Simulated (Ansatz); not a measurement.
## Molecular dynamics of InPH5ClO2 (part 3 of 3)

InPH5ClO2; RKS revPBE-D4/def2-SVP (Ansatz 0.2.0). It belongs to a series of runs on one base structure; here: dynamics from the highest image of the converged band.

Geometry of the input (Å):
```
In 0.2420  0.3894  0.0024
Cl -0.5443  -0.4382  2.4094
O  2.2252  0.0715  -0.2955
H  2.3311  -0.7235  -0.8565
O  -1.2466  -0.1089  -1.2929
H  -2.0216  -0.3838  -0.7621
P  0.1156  2.6806  1.4958
H  1.4363  2.7697  0.9438
H  -0.6482  3.1013  0.3566
H  -0.2789  1.1305  2.1398
```

### The program's output, continued
```
md step   192: t =    96.00 fs  T =   378.0 K  F+E_penalty+E_count = -31147.90566143 eV  E_kin = 0.390896 eV  conserved = -31147.51476523 eV  (30 SCF iters, 3 dispersion substeps)
md step   193: t =    96.50 fs  T =   399.7 K  F+E_penalty+E_count = -31147.92808985 eV  E_kin = 0.413316 eV  conserved = -31147.51477388 eV  (30 SCF iters, 3 dispersion substeps)
md step   194: t =    97.00 fs  T =   428.6 K  F+E_penalty+E_count = -31147.95824018 eV  E_kin = 0.443182 eV  conserved = -31147.51505864 eV  (30 SCF iters, 3 dispersion substeps)
md step   195: t =    97.50 fs  T =   460.7 K  F+E_penalty+E_count = -31147.99196448 eV  E_kin = 0.476373 eV  conserved = -31147.51559143 eV  (29 SCF iters, 3 dispersion substeps)
md step   196: t =    98.00 fs  T =   488.6 K  F+E_penalty+E_count = -31148.02149323 eV  E_kin = 0.505296 eV  conserved = -31147.51619766 eV  (29 SCF iters, 3 dispersion substeps)
md step   197: t =    98.50 fs  T =   504.4 K  F+E_penalty+E_count = -31148.03814957 eV  E_kin = 0.521541 eV  conserved = -31147.51660844 eV  (30 SCF iters, 3 dispersion substeps)
md step   198: t =    99.00 fs  T =   502.7 K  F+E_penalty+E_count = -31148.03644560 eV  E_kin = 0.519874 eV  conserved = -31147.51657170 eV  (29 SCF iters, 3 dispersion substeps)
md step   199: t =    99.50 fs  T =   485.3 K  F+E_penalty+E_count = -31148.01781217 eV  E_kin = 0.501816 eV  conserved = -31147.51599661 eV  (29 SCF iters, 3 dispersion substeps)
these checks for a lower state are left out or cut short: starts, cluster_reference, orbital_swaps, neighbouring_geometries, increment
1294 factors; their error is unknown
mean field -31147.43456135 eV, -1144.6471076403 hartree, gradient 2.2e-5 eV, S^2 0.000000; 0 other end points of the search recorded, 0 dependent functions left out
the calculation of the forces begins
reference -31147.43462526 eV, -1144.6471099887 hartree; 37, 37 occupied and 78, 78 virtual orbitals, 1294 factors
1294 factors; their error is unknown
mean field evaluation 1632: about -31147.4680 eV, gradient 6.5e-2 eV
mean field -31147.43456135 eV, -1144.6471076403 hartree, gradient 2.2e-5 eV, S^2 0.000000; 1 other end points of the search recorded, 0 dependent functions left out
the calculation of the forces begins
reference -31147.43462526 eV, -1144.6471099887 hartree; 37, 37 occupied and 78, 78 virtual orbitals, 1294 factors
md step   200: t =   100.00 fs  T =   461.0 K  F+E_penalty+E_count = -31147.99177881 eV  E_kin = 0.476711 eV  conserved = -31147.51506737 eV  (29 SCF iters, 3 dispersion substeps)
```

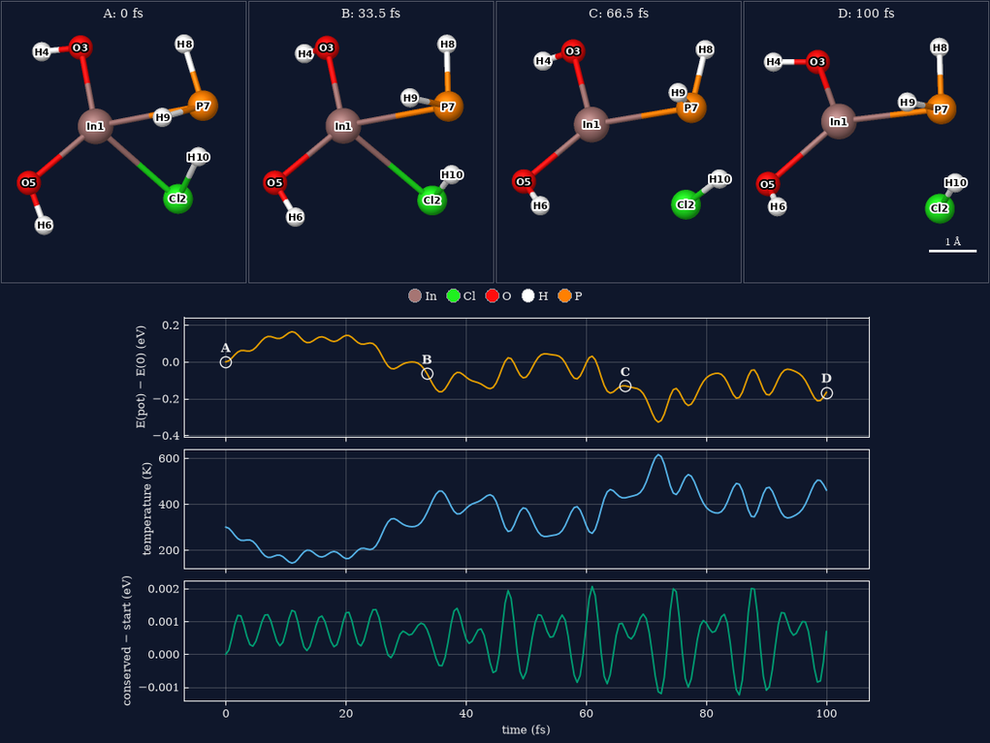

Frames of the molecular dynamics (ball-and-stick, seen at a tilt) above the curves, on which the letters mark them. The trajectory kept here has 201 frames over 100 fs. The temperature starts at 300 K, ranges from 143 to 616 K and averages 410 K over the second half. The potential energy ends 0.166 eV below its first value. The conserved quantity stays within 0.0033 eV. After an unweighted best fit of the last frame on the first, the root-mean-square displacement is 0.44 Å, and H10 has moved furthest (0.71 Å).

```
Total energy: -31147.99184271 eV, -1144.6675873524 hartree
Atom 0 at     0.276533     0.571113    -0.119538 Å, force    -0.586365    -0.783185    -0.482556 eV/Å
Atom 1 at    -0.574714    -0.648384     2.905563 Å, force    -0.027455    -2.702539     0.381663 eV/Å
Atom 2 at     2.105234    -0.316331    -0.233030 Å, force    -0.120232     0.438529     0.445808 eV/Å
Atom 3 at     2.122573    -0.795487    -1.070500 Å, force     0.088495    -0.456563    -0.536813 eV/Å
Atom 4 at    -1.148152    -0.300838    -1.376941 Å, force    -0.010279     0.640180     0.318183 eV/Å
Atom 5 at    -1.966871     0.259898    -1.408558 Å, force     0.596245    -0.339592     0.094501 eV/Å
Atom 6 at     0.038533     2.545118     1.394522 Å, force    -0.298084    -0.061593     0.208913 eV/Å
Atom 7 at     1.467727     2.646681     1.273624 Å, force    -0.006986     0.410228    -0.220983 eV/Å
Atom 8 at    -0.402836     3.279886     0.230544 Å, force     0.383895     0.214503     0.107633 eV/Å
Atom 9 at    -0.551974     0.565154     2.690195 Å, force    -0.019235     2.640032    -0.316349 eV/Å
Dipole moment:    -0.203263     0.602332    -0.087309 e Å
```

### Trajectory as extended XYZ (Å, eV, eV/Å), 10 of the 201 frames kept, from step=0 to step=200
```
10
Properties=species:S:1:pos:R:3:forces:R:3 step=0 time_fs=0.0 energy=-31147.82598 temperature=300.0
In    0.2420    0.3894    0.0024    0.0005  -0.0002   0.0002
Cl   -0.5443   -0.4382    2.4094   -0.0001   0.0000  -0.0002
O     2.2252    0.0715   -0.2955    0.0000   0.0001  -0.0001
H     2.3311   -0.7235   -0.8565   -0.0001   0.0000   0.0000
O    -1.2466   -0.1089   -1.2929   -0.0003  -0.0001   0.0004
H    -2.0216   -0.3838   -0.7621    0.0001   0.0001  -0.0003
P     0.1156    2.6806    1.4958    0.0000   0.0000   0.0000
H     1.4363    2.7697    0.9438    0.0000   0.0000   0.0000
H    -0.6482    3.1013    0.3566    0.0000   0.0000   0.0000
H    -0.2789    1.1305    2.1398    0.0000   0.0000   0.0000
10
Properties=species:S:1:pos:R:3:forces:R:3 step=22 time_fs=11.0 energy=-31147.66269 temperature=143.4
In    0.2383    0.3935   -0.0123    0.5850   0.4501   0.6253
Cl   -0.5431   -0.4514    2.4598   -0.0333  -0.3988   0.0049
O     2.2152    0.0796   -0.3010   -0.1264   1.2039   0.5518
H     2.2492   -0.7969   -0.6665    0.3368  -1.4224  -0.6447
O    -1.1990   -0.0863   -1.2811   -1.6124  -0.4111  -0.2106
H    -2.0728   -0.2021   -0.8089    0.8915   0.1156  -0.4415
P     0.1067    2.6768    1.4907   -0.4912  -0.1918  -0.6206
H     1.4557    2.6279    1.0356    0.3029   0.1496  -0.1546
H    -0.5017    2.9303    0.1709    0.2712   0.1264   0.5085
H    -0.2569    0.9663    2.0521   -0.1241   0.3786   0.3816
10
Properties=species:S:1:pos:R:3:forces:R:3 step=44 time_fs=22.0 energy=-31147.72187 temperature=199.6
In    0.2397    0.4012   -0.0211    0.3137   0.2704   0.8234
Cl   -0.5423   -0.4724    2.5093    0.0613   0.6098  -0.1069
O     2.2063    0.0742   -0.3093    0.1975   0.3341   0.1014
H     2.3851   -0.8551   -0.5191    0.0188  -0.4029  -0.1283
O    -1.2007   -0.0823   -1.3093   -0.9524  -0.1836  -0.2329
H    -2.0805   -0.0203   -0.8646    0.4053  -0.0541  -0.2223
P     0.0983    2.6646    1.4742    0.1048  -0.0942  -0.5005
H     1.4878    2.6248    1.1114    0.0873   0.0119   0.1853
H    -0.3130    2.9744    0.1155   -0.2033   0.1633   0.2915
H    -0.3574    1.0602    2.2799   -0.0330  -0.6546  -0.2106
10
Properties=species:S:1:pos:R:3:forces:R:3 step=67 time_fs=33.5 energy=-31147.89034 temperature=363.0
In    0.2442    0.4134   -0.0229   -0.2243   0.7040  -0.2996
Cl   -0.5413   -0.4882    2.5609   -0.1604  -1.6616   0.4216
O     2.2164    0.0603   -0.3179    0.5985  -1.4406  -0.0623
H     2.4837   -0.9087   -0.4087   -0.5396   1.2976   0.0550
O    -1.2408   -0.0942   -1.3675    1.2441  -0.3115  -0.1211
H    -2.0759    0.1340   -0.9580   -0.9528   0.2323   0.4158
P     0.0948    2.6429    1.4410    0.2708  -0.6018  -0.1692
H     1.5438    2.7093    1.3228   -0.3681   0.1714  -0.1579
H    -0.2805    3.2949    0.2273    0.1466   0.3141  -0.1282
H    -0.5157    0.7969    2.4169   -0.0148   1.2960   0.0458
10
Properties=species:S:1:pos:R:3:forces:R:3 step=89 time_fs=44.5 energy=-31147.96520 temperature=434.1
In    0.2468    0.4314   -0.0268   -0.2779   0.5732  -0.9728
Cl   -0.5451   -0.5181    2.6186   -0.0270  -0.7047   0.0340
O     2.2384    0.0356   -0.3214   -0.1916  -0.8150   0.1182
H     2.4018   -0.9409   -0.3764   -0.1014   0.5885  -0.0565
O    -1.2593   -0.1102   -1.4035    1.0463  -0.1042   0.5335
H    -2.0925    0.2581   -1.0672   -0.3096   0.1361   0.1579
P     0.0912    2.6081    1.3932    0.3664   0.0814   0.3036
H     1.5065    2.9202    1.4323   -0.1778  -0.3565   0.0788
H    -0.1377    3.7162    0.5217   -0.3253  -0.0825  -0.3238
H    -0.6279    0.7899    2.6048   -0.0021   0.6837   0.1272
10
Properties=species:S:1:pos:R:3:forces:R:3 step=111 time_fs=55.5 energy=-31147.79586 temperature=271.9
In    0.2467    0.4546   -0.0395   -0.0118   0.3085  -0.8347
Cl   -0.5506   -0.5494    2.6762   -0.1544   1.6209   0.1734
O     2.2397   -0.0058   -0.3145   -0.6829   1.0915   0.3553
H     2.3132   -0.9483   -0.4398    0.2038  -1.2881  -0.2500
O    -1.2303   -0.1233   -1.3939   -0.2003   0.4096   0.6701
H    -2.0671    0.3652   -1.1551    0.7505  -0.4301  -0.1459
P     0.0899    2.5787    1.3504   -0.5862   0.1520   0.9688
H     1.4650    2.8381    1.5959    0.2794  -0.0091  -0.1166
H    -0.2289    3.8407    0.7178    0.0888  -0.4375  -0.2672
H    -0.6695    0.8704    2.8689    0.3131  -1.4178  -0.5531
10
Properties=species:S:1:pos:R:3:forces:R:3 step=133 time_fs=66.5 energy=-31147.95684 temperature=427.3
In    0.2469    0.4817   -0.0607    0.6039   0.2054  -0.1119
Cl   -0.5581   -0.5740    2.7344    0.0736   1.6903   0.0789
O     2.2050   -0.0610   -0.2949   -0.3282   0.8445   0.4330
H     2.3005   -0.9674   -0.5903    0.0389  -0.9340  -0.3527
O    -1.1700   -0.1370   -1.3515   -0.9053   0.2060  -0.1067
H    -1.9758    0.4297   -1.2096    0.6103  -0.5067  -0.1204
P     0.0783    2.5507    1.3460   -0.8017   0.2249   0.6058
H     1.4720    2.7054    1.5630    0.3135   0.2911  -0.2551
H    -0.2633    3.6873    0.4890    0.4289  -0.4971   0.1829
H    -0.5350    0.8467    2.8554   -0.0340  -1.5243  -0.3537
10
Properties=species:S:1:pos:R:3:forces:R:3 step=156 time_fs=78.0 energy=-31148.03084 temperature=497.9
In    0.2534    0.5130   -0.0846    0.6943   0.1470   0.4978
Cl   -0.5643   -0.5948    2.7942    0.0532   0.2605  -0.0580
O     2.1545   -0.1296   -0.2643    0.3815  -1.2443  -0.6916
H     2.2202   -0.9699   -0.8146   -0.1523   1.0653   0.6643
O    -1.1285   -0.1695   -1.3228   -0.0371  -0.9436  -0.7302
H    -1.8957    0.4045   -1.2842   -0.7962   0.4550  -0.0031
P     0.0545    2.5262    1.3717    0.5897   0.8960  -0.4655
H     1.4834    2.7507    1.2531   -0.0781  -0.2926   0.3941
H    -0.0208    3.3051    0.1467   -0.5208   0.0514   0.2320
H    -0.4376    0.7261    2.6906   -0.1343  -0.3947   0.1602
10
Properties=species:S:1:pos:R:3:forces:R:3 step=178 time_fs=89.0 energy=-31147.93678 temperature=407.3
In    0.2660    0.5442   -0.1031   -0.2673  -0.3922   0.2117
Cl   -0.5694   -0.6182    2.8499   -0.1845  -2.1831   0.3243
O     2.1228   -0.2150   -0.2395    0.2223  -0.9459  -1.0499
H     2.0939   -0.8723   -0.9991    0.1760   0.6638   0.8786
O    -1.1357   -0.2305   -1.3418    0.5332  -0.5535  -0.1905
H    -1.9195    0.3260   -1.3746   -0.6120   0.4305   0.0254
P     0.0451    2.5305    1.3858    0.4762   0.1108   0.1725
H     1.5030    2.5941    1.2580   -0.4372   0.1909  -0.0117
H    -0.2150    3.0274    0.0724   -0.0038   0.7015  -0.1601
H    -0.4556    0.6104    2.6542    0.0972   1.9772  -0.2004
10
Properties=species:S:1:pos:R:3:forces:R:3 step=200 time_fs=100.0 energy=-31147.99178 temperature=461.0
In    0.2765    0.5711   -0.1195   -0.5864  -0.7832  -0.4826
Cl   -0.5747   -0.6484    2.9056   -0.0275  -2.7025   0.3817
O     2.1052   -0.3163   -0.2330   -0.1202   0.4385   0.4458
H     2.1226   -0.7955   -1.0705    0.0885  -0.4566  -0.5368
O    -1.1482   -0.3008   -1.3769   -0.0103   0.6402   0.3182
H    -1.9669    0.2599   -1.4086    0.5962  -0.3396   0.0945
P     0.0385    2.5451    1.3945   -0.2981  -0.0616   0.2089
H     1.4677    2.6467    1.2736   -0.0070   0.4102  -0.2210
H    -0.4028    3.2799    0.2305    0.3839   0.2145   0.1076
H    -0.5520    0.5652    2.6902   -0.0192   2.6400  -0.3163
```
